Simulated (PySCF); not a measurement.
## A study: C$_{2}$H$_{6}$Ga, charge +1, SMILES `C[Ga+]C`

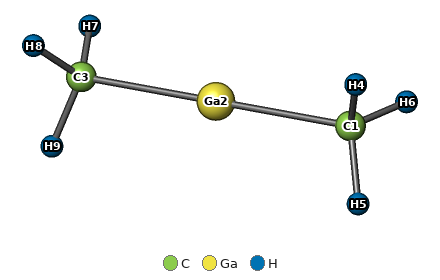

The molecule, with its atoms numbered as below. No frequency check shows the geometry to be a minimum.

Cartesian coordinates (Å):

```
C1       2.0580    0.0003   -0.0000
Ga2      0.0000   -0.0001    0.0000
C3      -2.0580    0.0003    0.0000
H4       2.4089   -0.6847   -0.7793
H5       2.4089    1.0173   -0.2033
H6       2.4089   -0.3326    0.9827
H7      -2.4089   -0.5968    0.8486
H8      -2.4089   -0.4364   -0.9412
H9      -2.4089    1.0333    0.0926
```

### 1. Bonding charge

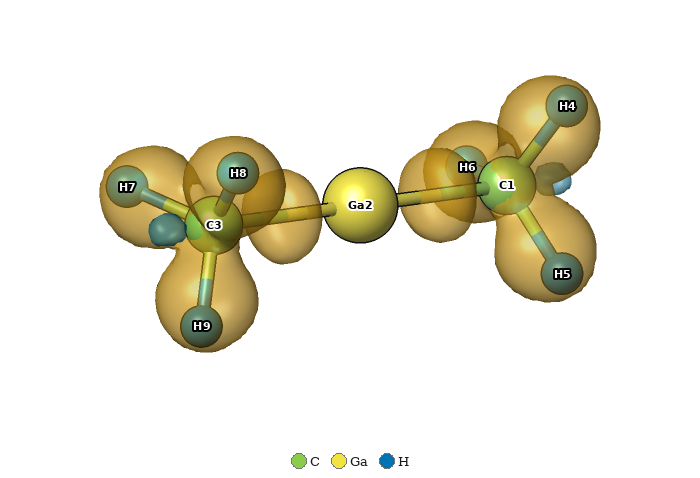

Deformation density (molecule less spherical, spin-averaged free atoms at the same positions), surfaces at ±0.1 e/Å³; yellow: gain, teal: loss.

Method: B3LYP/def2-TZVP; geometry: GFN2-xTB; program: PySCF.

Question: Describe the bonding that the map shows.

Answer: C1–H5, C3–H9, C1–H6, C3–H8 and 2 more like them: +0.71 e/Å³ at the bond critical point (bond length 1.09 Å, Mayer order 0.9). C1–Ga2 and Ga2–C3: +0.19 e/Å³ at the bond critical point (bond length 2.06 Å, Mayer order 1.0). In all, 1.7 electrons gather in the regions of gain relative to the promolecule of neutral atoms (the regions of loss give up this much and the cation's charge besides).

### 2. Bond critical points

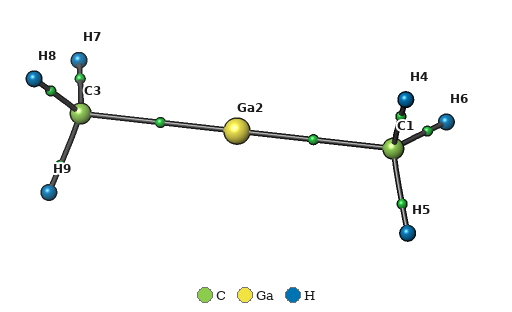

Molecular graph of the electron density (QTAIM): bond paths, bond critical points (green), ring points (magenta, if any); weak paths are dashed.

Question: How many critical points of each kind are there, and does the count close?

Answer: 9 nuclei, 8 bond, 0 ring and 0 cage critical points: 9 − 8 + 0 − 0 = 1, as the Poincaré–Hopf relation requires.

Question: What does the calculation give at each kind of bond critical point?

Answer:
| bond | length (Å) | ρ (a.u.) | ∇²ρ (a.u.) | ε | H (a.u.) |
| --- | --- | --- | --- | --- | --- |
| C1–H5 (6 alike) | 1.095 | 0.276 | −0.95 | 0.00 | −0.275 |
| C1–Ga2 (2 alike) | 2.058 | 0.101 | +0.05 | 0.00 | −0.040 |

Question: What kind of interaction is C1–H5?

Answer: Shared-shell (covalent): ρ = 0.276, ∇²ρ = −0.95, H = −0.275 a.u.

### 3. Electrostatic potential

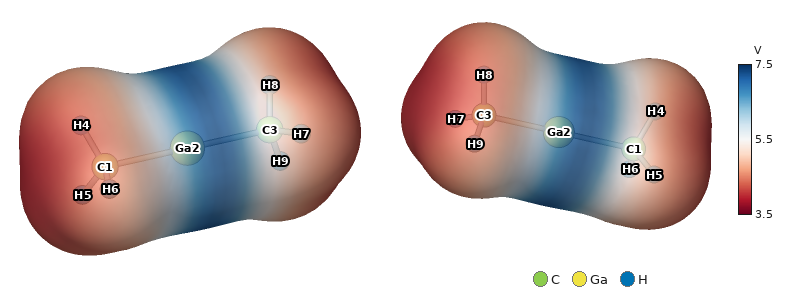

Electrostatic potential on the surface of electron density 0.001 a.u. (back view left, front view right).

Question: Where are the extremes of the potential on the surface?

Answer: Highest: 7.27 V, 1.9 Å from Ga2, and at like points elsewhere. Lowest: 3.98 V, near H9 (1.80 Å), H8 (1.82 Å), C3 (1.89 Å) and H7 (1.96 Å), and at like points elsewhere. The surface is sampled at points, so like sites can differ by a few per cent and only the strongest of them is named.

### 4. Excited states

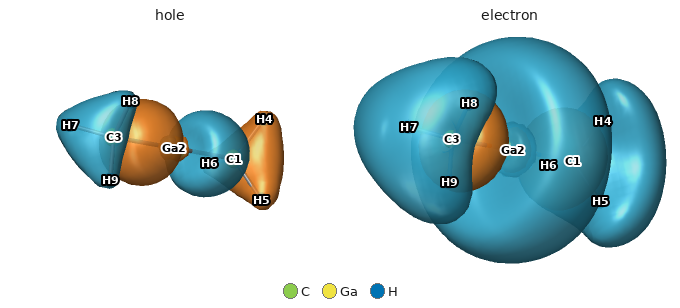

Leading natural transition orbital pair of S₃ (TDA singlet states); the surfaces enclose about 78 % of each orbital's density.

Level of theory: B3LYP/aug-cc-pVDZ (PySCF), at a geometry from GFN2-xTB.

Question: Give its energy and the atoms that hole and electron lie on.

Answer: 7.20 eV (172 nm), f = 0.649 (bright); the leading pair carries 75 %; hole on C1 and C3 (27 % each) and Ga2 (19 %), electron on Ga2 (46 %) and C1 and C3 (17 % each) (shares are of the whole state, not of the leading pair alone); their centroids lie 0.0 Å apart. In canonical orbitals it is mainly HOMO → LUMO+2 (72 %). The HOMO–LUMO gap is 6.50 eV.

### 5. In an electric field

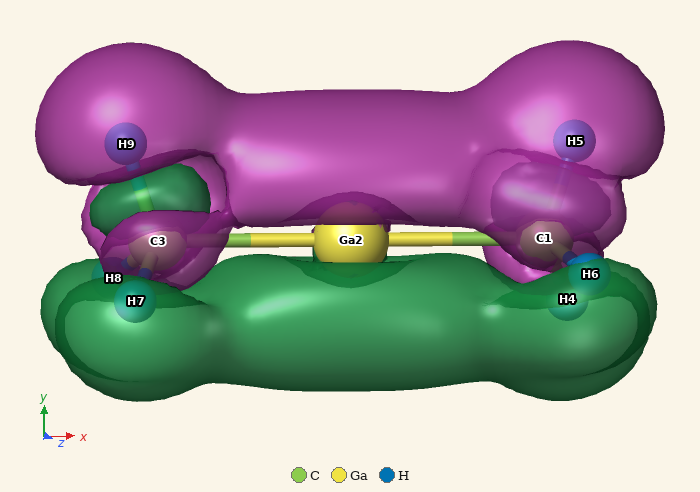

Change of the electron density in a uniform field of 0.10 V/Å, surfaces at ±0.0004 e/Å³ (green: gain, purple: loss).

Level of theory: ωB97X/def2-SVPD (PySCF), at a geometry from GFN2-xTB.

The field was applied in both directions; the picture shows the one opposite to the script's first.

Question: Along which Cartesian direction does the field point?

Answer: Along +y: electrons gather on the −y side, against the field.

Question: How large is the response?

Answer: The induced dipole is 0.19 D (along the field); α along this axis, from the fields in both directions, is 37 bohr³ (5.4 Å³).

### 6. Removing or adding an electron

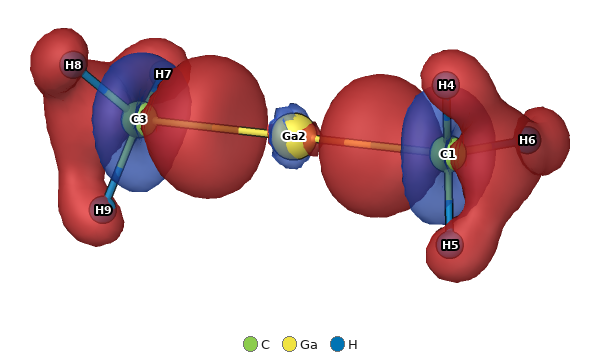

Fukui function f⁻ = ρ(N) − ρ(N−1) at fixed geometry, surfaces at ±0.04 e/Å³ (red positive, blue negative).

Computed with PySCF, PBE0/def2-SVPD, geometry: GFN2-xTB.

Question: Which atoms respond most to the removal of an electron?

Answer: f⁻ (Hirshfeld-condensed) is largest on Ga2 (0.25) and C1 and C3 (0.17 each); the vertical ionisation energy is 16.08 eV. Condensed values hint at sites of electrophilic attack but needn't mark the atom that reacts. Orbital relaxation makes it negative in places (0.16 e in all).

```csv
atom,f⁻,charge
C1,+0.17,−0.15
Ga2,+0.25,+0.82
C3,+0.17,−0.15
H4,+0.07,+0.08
H5,+0.07,+0.08
H6,+0.07,+0.08
H7,+0.07,+0.08
H8,+0.07,+0.08
H9,+0.07,+0.08
```

### 7. Localised orbitals

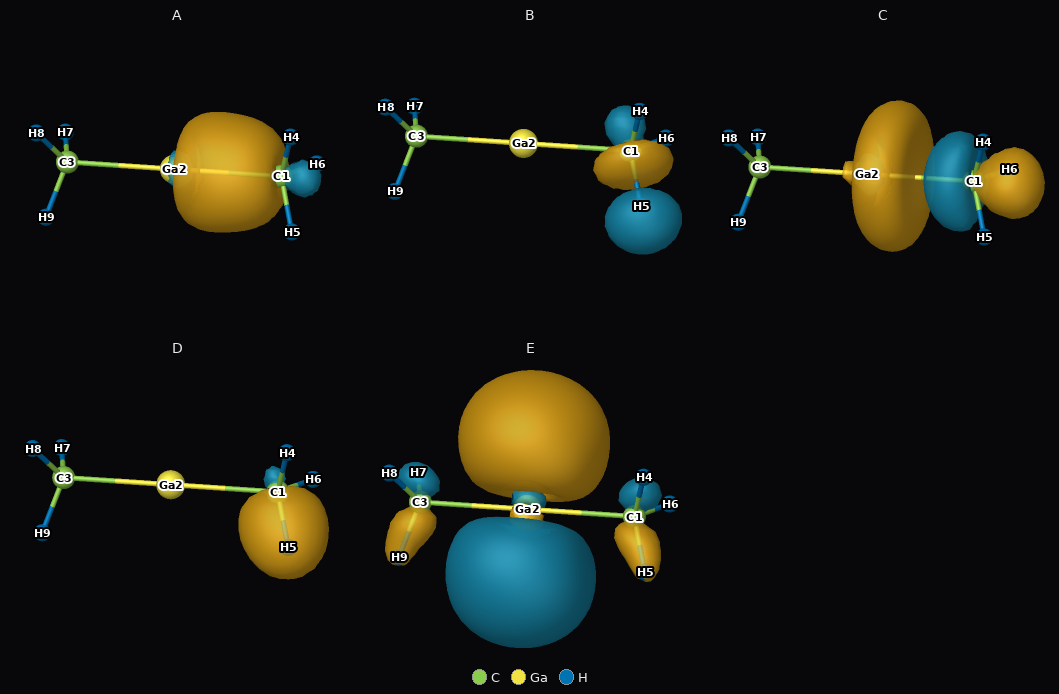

Intrinsic bond orbitals (IBO), occupied and valence-virtual; each surface holds about 70 % of the orbital's density. Energies are diagonal elements of the Fock matrix.

Method: HF/def2-SVP; geometry: GFN2-xTB; program: PySCF.

Question: Identify each orbital.

Answer: By panel:
- A: σ bond C1–Ga2 (C1 55 %, Ga2 44 %; −20.2 eV)
- B: σ* orbital H5–C1 (H5 58 %, C1 41 %; 10.7 eV)
- C: σ* orbital Ga2–C1 (Ga2 55 %, C1 43 %; 3.4 eV)
- D: σ bond C1–H5 (C1 58 %, H5 41 %; −23.0 eV)
- E: empty orbital on Ga2 (Ga2 98 %; −3.6 eV)

Question: Which has the smallest and which the largest spatial spread?

Answer: Smallest: D (0.85 Å); largest: E (1.92 Å).

Question: How do all the valence pairs divide up?

Answer: 13 pairs: 8 σ bonds and 5 d pairs.
